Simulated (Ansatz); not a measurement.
# doublet CH6SeSn+: levels of theory compared

We compute a comparison of 6 runs (UHF/STO-3G, UBLYP/def2-SVP, UPBE/def2-SVP, UPBE0/def2-SVP, USVWN5/def2-SVP, UMP2/def2-SVP) of doublet CH6SeSn+. 

The results are computed with Ansatz 0.2.0.

26 further runs of the same task are left out: 26 set aside as unsound or not needed.

### Step 1. The structure to begin with

The species is CH6SeSn+ (9 atoms), meant as a doublet with charge +1. As SMILES of the parent species, `[CH3][SnH2][SeH]`. The coordinates come from a PBE0-D4/def2-TZVP relaxation. This is one conformer, not always the lowest. That shape belongs to the parent species and isn't relaxed for this state.

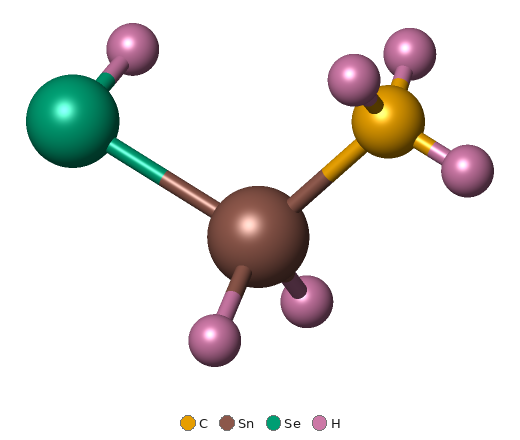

The structure, seen from a chosen angle (carbon amber, tin brown, selenium teal, hydrogen pink).

### Step 2. A single-point energy at UHF/STO-3G (run 1)

File molecule.yaml:

```yaml
basis:
  gaussian: {orbitals: STO-3G}
crystal:
  periodic: [false, false, false]
  atoms:
    - {symbol: C, position_ang: [-0.174500, 1.157500, -0.743700]}
    - {symbol: Sn, position_ang: [0.300500, -0.850100, -0.190700]}
    - {symbol: Se, position_ang: [0.644400, -0.976600, 2.322400]}
    - {symbol: H, position_ang: [0.629100, 1.819800, -0.423700]}
    - {symbol: H, position_ang: [-1.102000, 1.460200, -0.258200]}
    - {symbol: H, position_ang: [-0.295900, 1.229200, -1.825300]}
    - {symbol: H, position_ang: [-0.953000, -1.923600, -0.638000]}
    - {symbol: H, position_ang: [1.791400, -1.359500, -0.847800]}
    - {symbol: H, position_ang: [-0.751400, -0.603200, 2.587900]}
total_charge: 1
magnetization: {spin_polarized: true, initial_magnetization: 1}
hamiltonian: {xc: hf}
accuracy: high
output: {orbitals: {seedname: orbitals}}
```

Command:

```bash
$ ansatz run molecule.yaml --threads 1 --pin off --max-ram 2610MiB --events-out events.jsonl --progress --plain --runs-dir runs
```

The log of the run:

```text
Warning: RAYON_NUM_THREADS=1 ignored (pool sized by the plan → 1); use --threads N
Functional definition: HF
  name "HF"
  exchange = exact_x
  correlation = 0
996 factors; integrals over basis functions are off by at most 8.8e-9 eV
mean field evaluation 1: about -227964.9666 eV, gradient 8.8e0 eV
mean field evaluation 2: about -227965.0231 eV, gradient 8.8e0 eV
mean field evaluation 4: about -227965.9911 eV, gradient 1.1e0 eV
mean field evaluation 8: about -227966.0313 eV, gradient 7.2e-4 eV
mean field -227966.03007642 eV, -8377.5970843836 hartree, gradient 1.3e-8 eV, S^2 0.756671; 0 other end points of the search recorded, 0 dependent functions left out
reference -227966.03007642 eV, -8377.5970843836 hartree; 48, 47 occupied and 8, 9 virtual orbitals, 996 factors
Total energy: -227966.03007642 eV, -8377.5970843836 hartree
```

It took 3 s on 1 thread of Arm Neoverse V1, shared host; peak memory 0.2 GiB.

### Step 3. The energy at UBLYP/def2-SVP (core potential) (run 2)

File run.yaml:

```yaml
crystal:
  periodic: [false, false, false]
  atoms:
    - {symbol: C, position_ang: [-0.174500, 1.157500, -0.743700]}
    - {symbol: Sn, position_ang: [0.300500, -0.850100, -0.190700]}
    - {symbol: Se, position_ang: [0.644400, -0.976600, 2.322400]}
    - {symbol: H, position_ang: [0.629100, 1.819800, -0.423700]}
    - {symbol: H, position_ang: [-1.102000, 1.460200, -0.258200]}
    - {symbol: H, position_ang: [-0.295900, 1.229200, -1.825300]}
    - {symbol: H, position_ang: [-0.953000, -1.923600, -0.638000]}
    - {symbol: H, position_ang: [1.791400, -1.359500, -0.847800]}
    - {symbol: H, position_ang: [-0.751400, -0.603200, 2.587900]}
basis:
  gaussian:
    orbitals: def2-SVP
total_charge: 1
magnetization:
  spin_polarized: true
  initial_magnetization: 1
hamiltonian:
  xc: {name: BLYP}
accuracy: high
output: {orbitals: {seedname: orbitals}}
```

Command:

```bash
$ ansatz run run.yaml --threads 1 --pin off --max-ram 2610MiB --events-out events.jsonl --progress --plain --runs-dir runs
```

The log of the run:

```text
Warning: RAYON_NUM_THREADS=1 ignored (pool sized by the plan → 1); use --threads N
Functional definition: BLYP
  name "BLYP"
  parameter beta = 0.0042
  parameter a = 0.04918
  parameter b = 0.132
  parameter c = 0.2533
  parameter d = 0.349
  exchange = b88_x(beta = beta)
  correlation = lyp_c(a = a, b = b, c = c, d = d)
2313 factors; integrals over basis functions are off by at most 1.4e-8 eV
mean field evaluation 1: about -72282.3531 eV, gradient 5.2e1 eV
mean field evaluation 2: about -72140.0352 eV, gradient 1.1e2 eV
mean field evaluation 4: about -72291.0090 eV, gradient 2.7e1 eV
mean field evaluation 8: about -72297.2093 eV, gradient 2.3e-1 eV
mean field evaluation 16: about -72297.2019 eV, gradient 5.9e-4 eV
mean field evaluation 32: about -72296.2986 eV, gradient 2.0e0 eV
mean field -72297.20191305 eV, -2656.8731655011 hartree, gradient 4.9e-8 eV, S^2 0.752466; 2 other end points of the search recorded, 0 dependent functions left out
reference -72297.20197154 eV, -2656.8731676506 hartree; 34, 33 occupied and 68, 69 virtual orbitals, 2313 factors
Total energy: -72297.20197154 eV, -2656.8731676506 hartree
```

Run time: 18 s. Hardware: 1 thread of Arm Neoverse V1, shared host; peak memory 0.35 GiB.

Runs 3 to 5 aren't shown in full; the table further down has their settings and results.

### Step 4. The energy at UMP2/def2-SVP (core potential) (run 6)

File in.yaml:

```yaml
crystal:
  periodic: [false, false, false]
  atoms:
    - symbol: C
      position_ang: [-0.174500, 1.157500, -0.743700]
    - symbol: Sn
      position_ang: [0.300500, -0.850100, -0.190700]
    - symbol: Se
      position_ang: [0.644400, -0.976600, 2.322400]
    - symbol: H
      position_ang: [0.629100, 1.819800, -0.423700]
    - symbol: H
      position_ang: [-1.102000, 1.460200, -0.258200]
    - symbol: H
      position_ang: [-0.295900, 1.229200, -1.825300]
    - symbol: H
      position_ang: [-0.953000, -1.923600, -0.638000]
    - symbol: H
      position_ang: [1.791400, -1.359500, -0.847800]
    - symbol: H
      position_ang: [-0.751400, -0.603200, 2.587900]
basis:
  gaussian:
    orbitals: def2-SVP
magnetization:
  spin_polarized: true
  initial_magnetization: 1
total_charge: 1
correlation:
  method: mp2
  frozen_orbitals: {C: 1, H: 0, Se: 9, Sn: 4}
accuracy: high
```

Command:

```bash
$ ansatz run in.yaml --threads 1 --pin off --max-ram 2610MiB --events-out events.jsonl --progress --plain --runs-dir runs
```

The log of the run:

```text
Warning: RAYON_NUM_THREADS=1 ignored (pool sized by the plan → 1); use --threads N
Functional definition: HF
  name "HF"
  exchange = exact_x
  correlation = 0
2313 factors; integrals over basis functions are off by at most 1.4e-8 eV
mean field evaluation 1: about -72213.7797 eV, gradient 2.4e1 eV
mean field evaluation 2: about -72213.8595 eV, gradient 2.3e1 eV
mean field evaluation 4: about -72217.3453 eV, gradient 2.1e0 eV
mean field evaluation 8: about -72217.4300 eV, gradient 3.2e-1 eV
mean field evaluation 16: about -72217.4355 eV, gradient 5.1e-7 eV
mean field -72217.43550574 eV, -2653.9418040999 hartree, gradient 3.0e-8 eV, S^2 0.761347; 3 other end points of the search recorded, 0 dependent functions left out
14 core orbitals not correlated: weight in the atoms' cores, before any rotation towards them, 1.000 or more for the frozen orbitals, at most 0.000 for the correlated occupied ones
reference -72217.43550574 eV, -2653.9418040999 hartree; 20, 19 occupied and 68, 69 virtual orbitals, 2313 factors
second order -12.92778107 eV of doubles, -0.00000000 eV of singles
Total energy: -72230.36328681 eV, -2654.4168912914 hartree
```

It took 11 s on 1 thread of Arm Neoverse V1, shared host; peak memory 0.46 GiB.

### Step 5. All runs side by side

```csv
run,level,core potential,frozen core orbitals,energy (Eh),HOMO energy (eV),LUMO energy (eV),⟨S²⟩,wall time
1,UHF/STO-3G,none,–,-8377.597084,-14.65,-4.98,0.757,3 s
2,UBLYP/def2-SVP (core potential),def2-SVP,–,-2656.873168,-12.26,-11.47,0.752,18 s
3,UPBE/def2-SVP (core potential),def2-SVP,–,-2656.497680,-12.45,-11.58,0.753,18 s
4,UPBE0/def2-SVP (core potential),def2-SVP,–,-2656.594403,-13.51,-10.88,0.755,27 s
5,USVWN5/def2-SVP (core potential),def2-SVP,–,-2652.764557,-12.51,-11.82,0.752,10 s
6,UMP2/def2-SVP (core potential),def2-SVP,14,-2654.416891,–,–,0.761,11 s
```

### Step 6. Results

```
                                           quantity           value
                                run 6: total energy  -2654.41689 Eh
run 6: correlation energy (14 core orbitals frozen)      -475.1 mEh
           run 6: ⟨S²⟩ of the reference determinant           0.761
```

What this shows: Totals of different functionals can't be ranked against each other. Some runs of one species differ in core potentials or relativity; totals across that change don't compare. In run 1 the basis is minimal, so the values are rough. In run 1 relativity is left out where basis or elements ask for it. All runs together took 87 s, the longest 27 s.
